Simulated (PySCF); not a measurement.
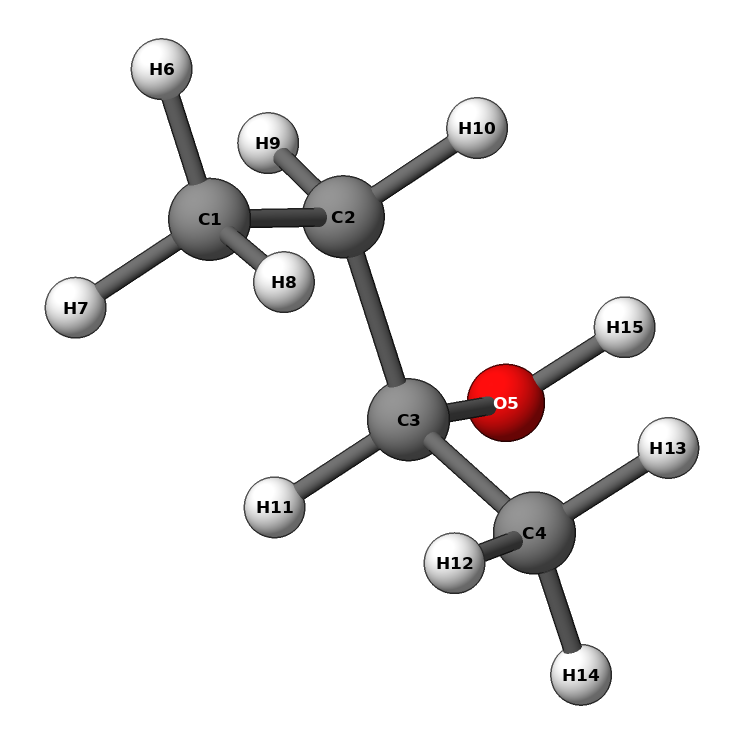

The questions are on isotropic NMR shieldings of the C atoms. The geometry was computed by an optimisation with PBE0-D3(BJ)/def2-SVP. No frequency run is at hand to confirm it as a minimum. Properties computed with GIAO PBE0/pcSseg-1 NMR shielding, non-relativistic, IEF-PCM chloroform (PySCF 2.14.0).

List the isotropic NMR shieldings of the C atoms.

```csv
atom,σ (ppm)
C1,172.3
C2,147.9
C3,113.7
C4,161.2
```
